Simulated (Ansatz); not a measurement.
## Lattice dynamics of MgBe2 (built on the sites of a database entry of Ba2Cd)

How does MgBe2 (built on the sites of a database entry of Ba2Cd) vibrate, and is this structure a minimum?

Program: Ansatz 0.2.0. Level of theory: DFT PBEsol, scalar-relativistic, plane waves, PAW. Results are calculated unless marked as measured.

The structure was built from a prototype and need not be the compound's stable phase.

## 1. Starting point

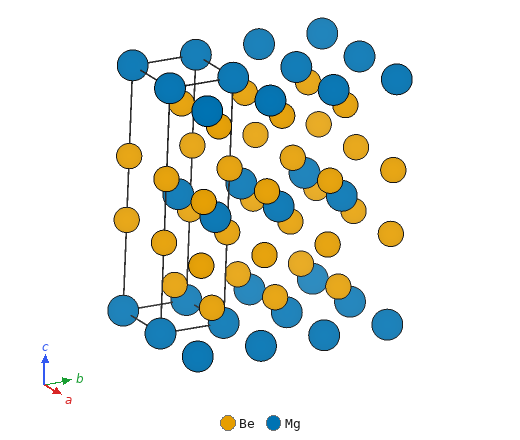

The cell as given, slightly off an axis (beryllium orange, magnesium blue). 2×3×1 cells are drawn. This picture shows the conventional cell, with its axes. Some periodic images of atoms are drawn too.

Coordinates:

```cif
data_structure
_symmetry_space_group_name_H-M 'P 1'
_symmetry_Int_Tables_number 1
_cell_length_a 5.3245
_cell_length_b 5.3245
_cell_length_c 5.3245
_cell_angle_alpha 149.720
_cell_angle_beta 149.720
_cell_angle_gamma 43.352
_cell_volume 38.27
loop_
_atom_site_label
_atom_site_type_symbol
_atom_site_fract_x
_atom_site_fract_y
_atom_site_fract_z
_atom_site_occupancy
Be1 Be 0.37000 0.37000 0.00000 1
Be2 Be 0.63000 0.63000 0.00000 1
Mg3 Mg 0.00000 0.00000 0.00000 1
```

## 2. Rough relaxation

The start is far from rest, so a relaxation with loose tolerances brings it close first.

input.yaml reads:

```yaml
crystal:
  lattice:
    - [-1.39063, 1.39063, 4.94795]
    - [1.39063, -1.39063, 4.94795]
    - [1.39063, 1.39063, -4.94795]
  atoms:
    - { symbol: Be, position: [0.37, 0.37, 0.0] }
    - { symbol: Be, position: [0.63, 0.63, 0.0] }
    - { symbol: Mg, position: [0.0, 0.0, 0.0] }
kpoints:
  mp_grid: { grid: [10, 10, 10] }
hamiltonian:
  xc: pbesol
scf:
  occupations: { method: gaussian, width: 0.1 }
output:
  forces: true
  stress: true
  eigenvalues: true
relax:
  adjacent_minimum: "off"
  f_tol: 0.05
  max_steps: 80
  cell: { stress_tol: 0.5 }
```

On the command line:

```console
$ ansatz run input.yaml --threads 4 --pin off --max-ram 7168MiB --backend cpu --events-out ev --progress --plain --runs-dir out
```

Numbers of over 12 decimals in the logs are rounded to 6 here.

The program printed:

```text
The last accepted step is kept in <dir> (removed where the run ends without a failure and the disk answers)
[...]
F+E_penalty+E_count = -2091.83123721 eV   max|allowed force component| = 1.504e-2 eV/Å   (the final SCF, on the basis selected at the relaxed cell)
  cell:  # Å, volume = 36.1781 Å³
    - [-1.381564, 1.381564, 4.738525]
    - [1.381564, -1.381564, 4.738525]
    - [1.381564, 1.381564, -4.738525]
  atoms:
    - { symbol: Be, position: [0.302297, 0.302297, 0] }
    - { symbol: Be, position: [0.697703, 0.697703, 0] }
    - { symbol: Mg, position: [3.2722142387150634e-18, 3.2722142387150634e-18, 0] }
[key lines of the parts left out:]
SCF converged after 3 iterations
Free energy (F): -2091.831237 eV
Fermi energy:    7.298265 eV
P = ⅓ Tr σ = 0.2073 GPa (2.073 kbar)
```

Elapsed: 5.3 s, on 4 threads of Arm Neoverse V2, shared host; peak memory 0.34 GiB; 19 s of CPU time.

Step by step:

```csv
step,energy less that of the first step (eV),largest force component (eV/Å),pressure (GPa),volume (Å³)
1,0.0000,2.5137,12.81,38.27
2,-0.9924,2.2836,3.91,38.05
3,-1.7718,1.7461,-0.55,37.32
4,-2.2437,0.6618,-0.17,36.14
5,-2.2880,0.3174,1.71,35.71
6,-2.3022,0.0150,0.21,36.18
7*,-2.3021,0.0150,0.21,36.18
```

Relaxation steps marked * repeat the geometry before them on a plane-wave basis chosen anew for their cell, so energy and pressure can jump there.

The run keeps the 16 symmetry operations that it works with, so distortions that break them were not tested.

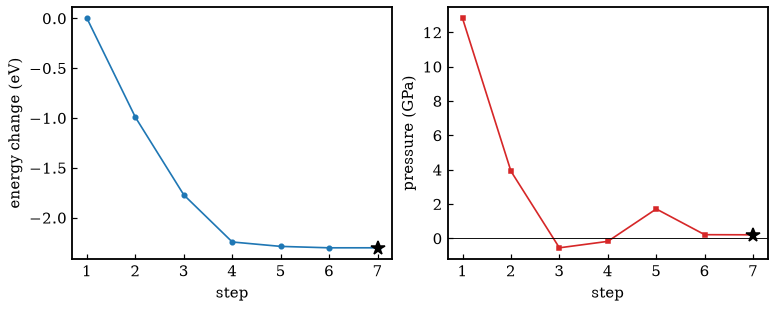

Energy and pressure along the relaxation. Stars mark steps on a basis chosen anew.

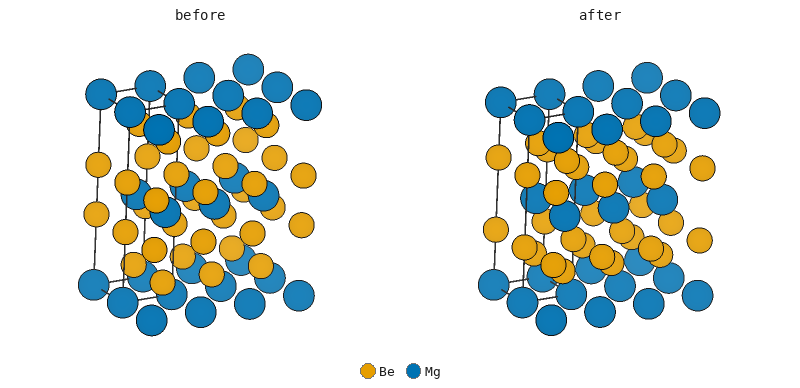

The structure before and after the relaxation, drawn at the same scale.

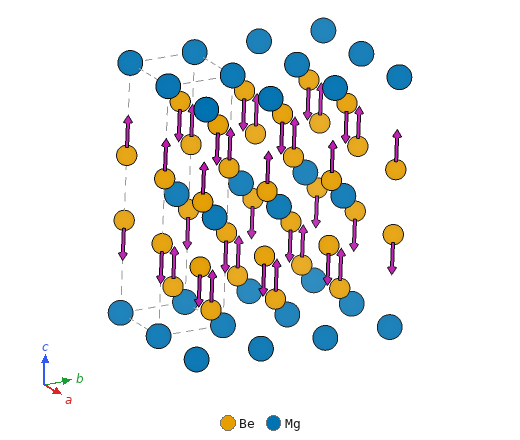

Displacements in the relaxation, exaggerated, measured against the changing cell; the longest in the cell stands for 0.64 Å. 2×3×1 conventional cells are drawn. Some periodic images of atoms are drawn too.

```csv
"conventional cell, symmetrised",before,after,change
a (Å),2.781,2.763,-0.7 %
b (Å),2.781,2.763,-0.7 %
c (Å),9.896,9.477,-4.2 %
volume (Å³/atom),12.76,12.06,-5.5 %
```

The atoms that moved most (Å, as changes of fractional coordinates times the final cell):

```csv
atom,dx,dy,dz,length
Be1,0.000,0.000,-0.642,0.642
Be2,0.000,0.000,0.642,0.642
```

The relaxed structure:

```xyz
3
Lattice="-1.3816 1.3816 4.7385 1.3816 -1.3816 4.7385 1.3816 1.3816 -4.7385" Properties=species:S:1:pos:R:3 pbc="T T T"
Be    0.0000    0.0000    2.8649
Be    0.0000    0.0000    6.6122
Mg    0.0000    0.0000    0.0000
```

Numbers from this step:

- pressure: 0.2073 GPa
- volume per atom: 12.06 Å³
- gap on the k-mesh: 0 eV

In this step the volume went from 12.76 to 12.06 Å³/atom.

## 3. Bringing the structure to rest

The cell and atoms are relaxed, since residual forces and stress would shift the frequencies.

input.yaml reads:

```yaml
crystal:
  lattice:
    - [-1.3815640694, 1.3815640694, 4.7385251679]
    - [1.3815640694, -1.3815640694, 4.7385251679]
    - [1.3815640694, 1.3815640694, -4.7385251679]
  atoms:
    - { symbol: Be, position: [0.3022969095, 0.3022969095, 0.0] }
    - { symbol: Be, position: [0.6977030905, 0.6977030905, 0.0] }
    - { symbol: Mg, position: [0.0, 0.0, 0.0] }
kpoints:
  mp_grid: { grid: [18, 18, 18] }
hamiltonian:
  xc: pbesol
scf:
  occupations: { method: gaussian, width: 0.1 }
output:
  forces: true
  stress: true
  eigenvalues: true
  write_density: true
  write_potential: true
  elf: true
  volumetric_format: npy
relax:
  adjacent_minimum: "off"
  f_tol: 0.005
  max_steps: 80
  cell: { stress_tol: 0.05 }
```

The program printed:

```text
[...]
Crystal: 3 atoms, lattice volume = 36.178 Å³
Basis set: ecut = 420 eV, 723 PW (Γ), FFT grids on a1−a2, a2, a1+a3, exchange–correlation on 54×72×40 points (8 copies of the dense FFT grid, shifted against one another)
Bands: 11, of which v1, the nominal top of the filled ones, is band 7 counted from 1 (6 counted from 0)
Symmetry: 16 space group operations
[...]
k-points: 480 of 5832
[...]
SCF iter   1: F=—  HF=-2091.820762 eV  |F-HF|=—  |Δ(HF+E_count)|=         —  Δρ=2.83e-3  dr2=2.33e-3  ethr=1.77e-3  ⟨swp⟩=5.7  Hψ=33666  notcnv=0
[...]
SCF iter   6: F=-2091.819368 eV  HF=-2091.819368 eV  |F-HF|=6.40e-10  |Δ(HF+E_count)|=   3.20e-8  Δρ=1.36e-6  dr2=4.64e-10  ethr=6.32e-10  ⟨swp⟩=5.8  Hψ=26013  notcnv=0
SCF 1 converged in 6 iterations: F = -2091.819368 eV  dr2 = 4.64e-10
[...]
relax step   1: F+E_penalty+E_count = -2091.81936818 eV  Δ(F+E_penalty+E_count) = +0.000e0 eV  max|allowed force component| = 3.215e-2 eV/Å  Δτ_max = 0.0000 Å  P = +0.209 GPa  Ω = 36.178 Å³  (6 SCF iters, dr2 threshold 1.00e-7 eV, accepted)
Crystal: 3 atoms, lattice volume = 36.333 Å³
[...]
SCF iter   4: F=-2091.819691 eV  HF=-2091.819691 eV  |F-HF|=3.01e-9  |Δ(HF+E_count)|=   3.86e-7  Δρ=5.39e-6  dr2=4.01e-9  ethr=2.14e-9  ⟨swp⟩=6.1  Hψ=28940  notcnv=0
SCF 2 converged in 4 iterations: F = -2091.819691 eV  dr2 = 4.01e-9
relax step   2: F+E_penalty+E_count = -2091.81969096 eV  Δ(F+E_penalty+E_count) = -3.228e-4 eV  max|allowed force component| = 1.024e-3 eV/Å  Δτ_max = 0.0041 Å  P = -0.059 GPa  Ω = 36.333 Å³  energy of the carried Pulay correction = -1.232e-5 eV  (4 SCF iters, dr2 threshold 3.00e-7 eV, accepted)
Crystal: 3 atoms, lattice volume = 36.311 Å³
[...]
SCF iter   3: F=-2091.819700 eV  HF=-2091.819700 eV  |F-HF|=4.48e-9  |Δ(HF+E_count)|=   4.61e-8  Δρ=5.84e-6  dr2=1.14e-8  ethr=1.11e-10  ⟨swp⟩=5.7  Hψ=26943  notcnv=0
SCF 3 converged in 3 iterations: F = -2091.819700 eV  dr2 = 1.14e-8
relax step   3: F+E_penalty+E_count = -2091.81970011 eV  Δ(F+E_penalty+E_count) = -9.156e-6 eV  max|allowed force component| = 7.257e-5 eV/Å  Δτ_max = 0.0000 Å  P = -0.009 GPa  Ω = 36.311 Å³  energy of the carried Pulay correction = -1.056e-5 eV  (3 SCF iters, dr2 threshold 1.55e-8 eV, accepted)
[...]
SCF iter   4: F=-2091.819711 eV  HF=-2091.819711 eV  |F-HF|=6.37e-12  |Δ(HF+E_count)|=  4.61e-10  Δρ=2.12e-7  dr2=1.77e-11  ethr=1.00e-12  ⟨swp⟩=4.8  Hψ=22464  notcnv=0
SCF 4 converged in 4 iterations: F = -2091.819711 eV  dr2 = 1.77e-11
relax step   4: F+E_penalty+E_count = -2091.81971137 eV  Δ(F+E_penalty+E_count) = -1.126e-5 eV  max|allowed force component| = 5.616e-5 eV/Å  Δτ_max = 0.0000 Å  P = -0.008 GPa  Ω = 36.311 Å³  stress off target by 1.32e-2 GPa  SCF on the basis re-selected at this cell (its energy is not comparable with the rows above)  (4 SCF iters)
basis re-selected at this cell: Δ(F+E_penalty+E_count) = -1.126e-5 eV, ΔP = +0.001 GPa vs the last step (what re-selecting the basis moved, of the pressure what is left beyond the Pulay correction that the steps carried, after the strain that the cell walked since its last selection, with what the two solves' SCF thresholds leave and, on support functions, any second-order correction that the steps lacked; it is no m [...]
SCF converged after 4 iterations
Free energy (F): -2091.819711 eV
[...]
Internal energy: -2091.815741 eV  (E = F + TS)
E sigma→0 (E₀):  -2091.817726 eV
Entropy (-TS):   -0.003970 eV (-1.323 meV/atom)
Fermi energy:    7.245657 eV
[...]
--- Forces (eV/Å), atoms counted from 1 ---
  atom   1  Be     0.00000000     0.00000000    -0.00005616
  atom   2  Be     0.00000000     0.00000000     0.00005616
  atom   3  Mg     0.00000000     0.00000000    -0.00000000
  max |Σ_I F_I| component: 3.47e-18 eV/Å
--- Stress (GPa, compression-positive) ---
       -0.013227       0.000000       0.000000
        0.000000      -0.013227       0.000000
        0.000000       0.000000       0.001002
  P = ⅓ Tr σ = -0.0085 GPa (-0.085 kbar)
--- Band table (eV; the first three rows and the last of 480) ---
  k-point 0: bands = [... 3 lower, -35.0409, -2.1539, 3.3685, 3.9611, 12.0089, 12.0089, 16.8092, 17.3605]
  k-point 1: bands = [... 3 lower, -35.0431, -2.0516, 3.4651, 4.0584, 11.4074, 11.8757, 15.3287, 16.6692]
  k-point 2: bands = [... 3 lower, -35.0494, -1.7458, 3.7549, 4.3476, 10.1718, 11.5351, 13.7746, 15.4900]
  k-point 479: bands = [... 3 lower, -35.0409, -1.0978, -0.2104, 9.7161, 11.6200, 11.8385, 11.8385, 15.5969]
--- Relaxed structure (3 steps of the walk, 3 accepted, 1 SCFs on fresh bases) ---
[...]
cell:  # Å, volume = 36.3112 Å³
    - [-1.381327, 1.381327, 4.757600]
    - [1.381327, -1.381327, 4.757600]
    - [1.381327, 1.381327, -4.757600]
  atoms:
    - { symbol: Be, position: [0.301868, 0.301868, 0] }
    - { symbol: Be, position: [0.698132, 0.698132, 0] }
    - { symbol: Mg, position: [0, 0, 0] }
```

The job ended after 13 s (4 threads; peak memory 0.5 GiB).

Relaxation path:

```csv
step,energy less that of the first step (eV),largest force component (eV/Å),pressure (GPa),volume (Å³)
1,0.0000,0.0321,0.21,36.18
2,-0.0003,0.0010,-0.06,36.33
3,-0.0003,0.0001,-0.01,36.31
4*,-0.0003,0.0001,-0.01,36.31
```

Relaxation steps marked * repeat the geometry before them on a plane-wave basis chosen anew for their cell, so energy and pressure can jump there.

The run keeps the 16 symmetry operations that it works with, so distortions that break them were not tested.

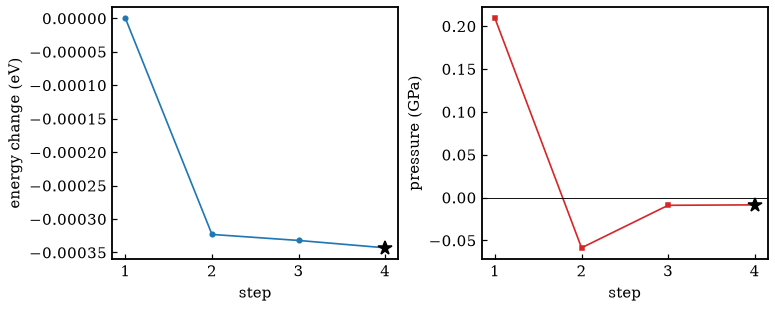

Energy and pressure along the relaxation. Stars mark steps on a basis chosen anew.

```csv
"conventional cell, symmetrised",before,after,change
a (Å),2.763,2.763,-0.0 %
b (Å),2.763,2.763,-0.0 %
c (Å),9.477,9.515,+0.4 %
volume (Å³/atom),12.06,12.10,+0.4 %
```

The relaxed structure:

```xyz
3
Lattice="-1.3813 1.3813 4.7576 1.3813 -1.3813 4.7576 1.3813 1.3813 -4.7576" Properties=species:S:1:pos:R:3 pbc="T T T"
Be    0.0000    0.0000    2.8723
Be    0.0000    0.0000    6.6429
Mg    0.0000    0.0000    0.0000
```

This step gave:

| Quantity | Value |
| --- | --- |
| pressure | -0.008484 GPa |
| volume per atom | 12.10 Å³ |

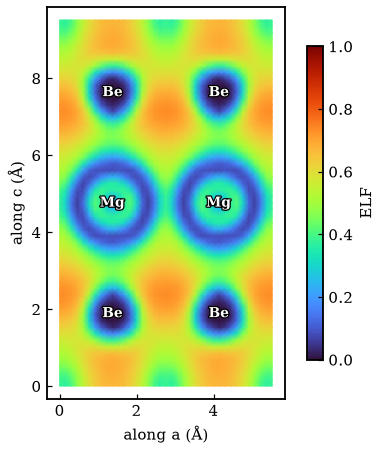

ELF in the ac plane of the conventional cell at fractional y = 0.000, with atoms of Be and Mg within 0.2 Å of it. It is the smooth field of the valence electrons, not physical close to the nuclei. The map starts off the cell's origin, so that atoms lie inside it.

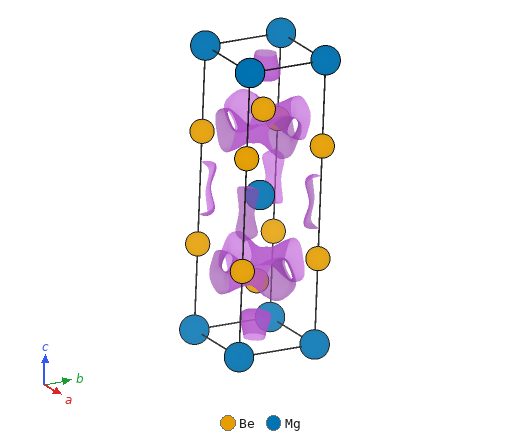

Surface of ELF = 0.65.

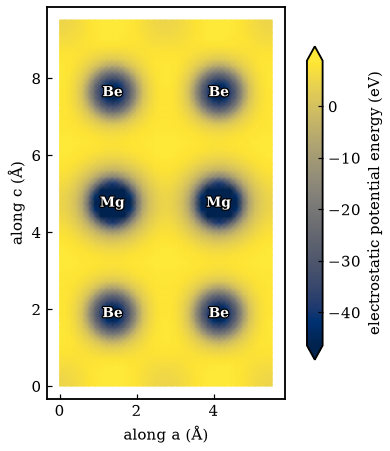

Electrostatic potential energy in the ac plane of the conventional cell at fractional y = 0.000, with atoms of Be and Mg within 0.2 Å of it. With pseudopotentials it is smooth inside the atoms' cores, unlike the true potential. The map starts off the cell's origin, so that atoms lie inside it.

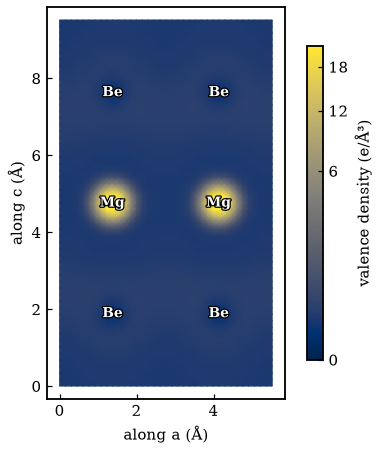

Valence density in the ac plane of the conventional cell at fractional y = 0.000, with atoms of Be and Mg within 0.2 Å of it. It is the smooth field of the valence electrons, not physical close to the nuclei. The map starts off the cell's origin, so that atoms lie inside it. The colour scale is stretched toward low values.

In this step the volume went from 12.06 to 12.10 Å³/atom.

## 4. Tight relaxation

Phonons need a cell at rest on their own settings, so the relaxation is repeated with tight tolerances on forces and stress, using the mesh and the filling of the phonon run that follows.

input.yaml, the sections that differ from step 3:

```yaml
crystal:
  lattice:
    - [-1.3813269965, 1.3813269965, 4.7576002695]
    - [1.3813269965, -1.3813269965, 4.7576002695]
    - [1.3813269965, 1.3813269965, -4.7576002695]
  atoms:
    - { symbol: Be, position: [0.3018678265, 0.3018678265, 0.0] }
    - { symbol: Be, position: [0.6981321735, 0.6981321735, 0.0] }
    - { symbol: Mg, position: [0.0, 0.0, 0.0] }
kpoints:
  mp_grid: { grid: [20, 20, 20] }
scf:
  occupations: { method: methfessel_paxton, width: 0.15 }
relax:
  adjacent_minimum: "off"
  f_tol: 0.001
  max_steps: 60
  cell: { stress_tol: 0.01 }
# hamiltonian, output: as in step 3
```

The program printed:

```text
[...]
Crystal: 3 atoms, lattice volume = 36.311 Å³
Basis set: ecut = 420 eV, 723 PW (Γ), FFT grids on a1−a2, a2, a1+a3, exchange–correlation on 54×72×40 points (8 copies of the dense FFT grid, shifted against one another)
Bands: 11, of which v1, the nominal top of the filled ones, is band 7 counted from 1 (6 counted from 0)
Symmetry: 16 space group operations
[...]
--- Relaxed structure (4 steps of the walk, 4 accepted, 1 SCFs on fresh bases) ---
[...]
cell:  # Å, volume = 36.2439 Å³
    - [-1.386831, 1.386831, 4.711156]
    - [1.386831, -1.386831, 4.711156]
    - [1.386831, 1.386831, -4.711156]
  atoms:
    - { symbol: Be, position: [0.301511, 0.301511, 0] }
    - { symbol: Be, position: [0.698489, 0.698489, 0] }
    - { symbol: Mg, position: [0, 0, 0] }
[key lines of the parts left out:]
SCF converged after 5 iterations
Free energy (F): -2091.823348 eV
Fermi energy:    7.247060 eV
P = ⅓ Tr σ = 0.0019 GPa (0.019 kbar)
```

Wall time 21 s (4 threads); peak memory 0.57 GiB.

Step by step:

```csv
step,energy less that of the first step (eV),largest force component (eV/Å),pressure (GPa),volume (Å³)
1,0.0000,0.0307,-0.08,36.31
2,-0.0018,0.0069,0.02,36.24
3,-0.0018,0.0007,0.01,36.24
4,-0.0018,0.0003,0.00,36.24
5*,-0.0018,0.0002,0.00,36.24
```

Relaxation steps marked * repeat the geometry before them on a plane-wave basis chosen anew for their cell, so energy and pressure can jump there.

Forces are held to the 16 operations that the run works with; a distortion that breaks them can't arise in this run.

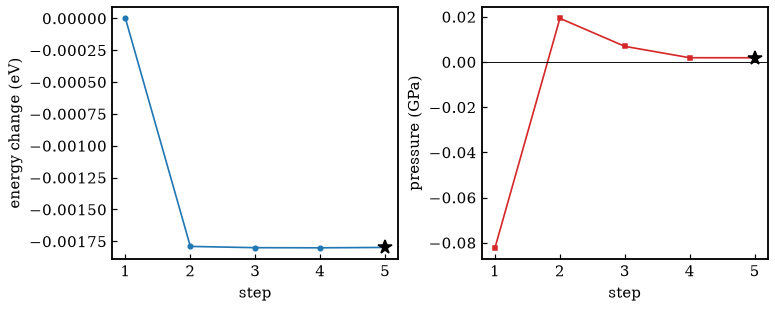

Energy and pressure along the relaxation. Stars mark steps on a basis chosen anew.

```csv
"conventional cell, symmetrised",before,after,change
a (Å),2.763,2.774,+0.4 %
b (Å),2.763,2.774,+0.4 %
c (Å),9.515,9.422,-1.0 %
volume (Å³/atom),12.10,12.08,-0.2 %
```

Final coordinates:

```xyz
3
Lattice="-1.3868 1.3868 4.7112 1.3868 -1.3868 4.7112 1.3868 1.3868 -4.7112" Properties=species:S:1:pos:R:3 pbc="T T T"
Be    0.0000    0.0000    2.8409
Be    0.0000    0.0000    6.5814
Mg    0.0000    0.0000    0.0000
```

Numbers from this step:

```yaml
pressure: 0.001863 GPa
volume_per_atom: 12.08 Å³
```

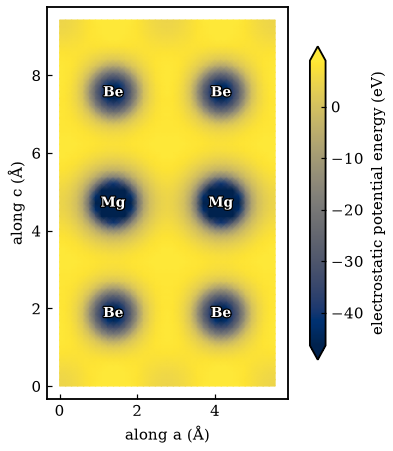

Electrostatic potential energy in the ac plane of the conventional cell at fractional y = 0.000, with atoms of Be and Mg within 0.2 Å of it. With pseudopotentials it is smooth inside the atoms' cores, unlike the true potential. The map starts off the cell's origin, so that atoms lie inside it.

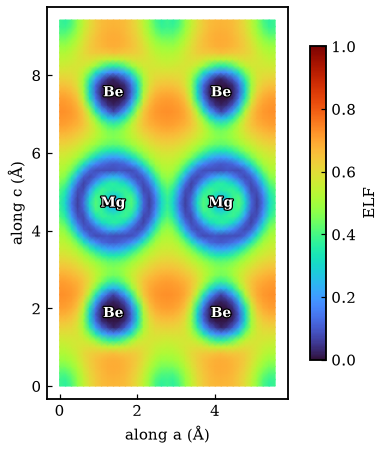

ELF in the ac plane of the conventional cell at fractional y = 0.000, with atoms of Be and Mg within 0.2 Å of it. It is the smooth field of the valence electrons, not physical close to the nuclei. The map starts off the cell's origin, so that atoms lie inside it.

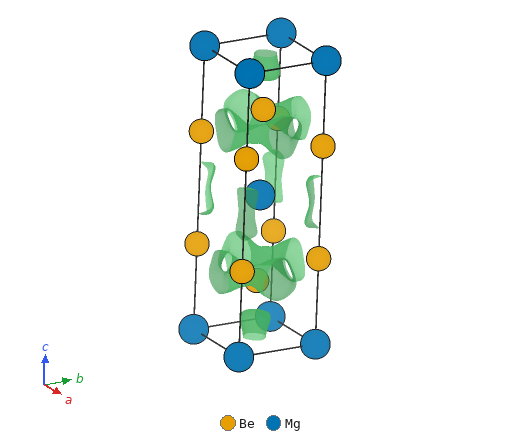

Surface of ELF = 0.65.

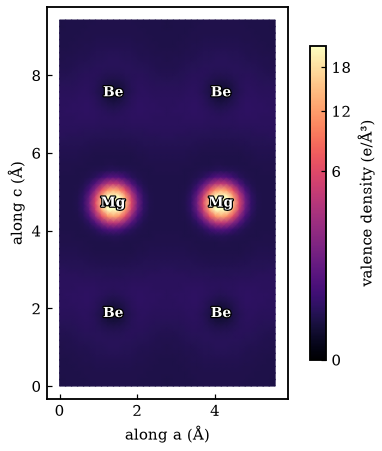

Valence density in the ac plane of the conventional cell at fractional y = 0.000, with atoms of Be and Mg within 0.2 Å of it. It is the smooth field of the valence electrons, not physical close to the nuclei. The map starts off the cell's origin, so that atoms lie inside it. The colour scale is stretched toward low values.

The largest force component left is 0.25 meV/Å and the pressure is 0.002 GPa, within the tolerances set. The cell now holds 12.08 Å³/atom.

(Part 1 of 2 ends here.)

[Logs are printed without paths, hosts, clocks, repeated set-up lines and the standing remarks that a program may print on its own settings, such as how far it seeks lower states.]

[Hosts, paths, dates, database ids (printed as entryN), source tags and the programs' standing remarks are cut or masked in the printed files.]
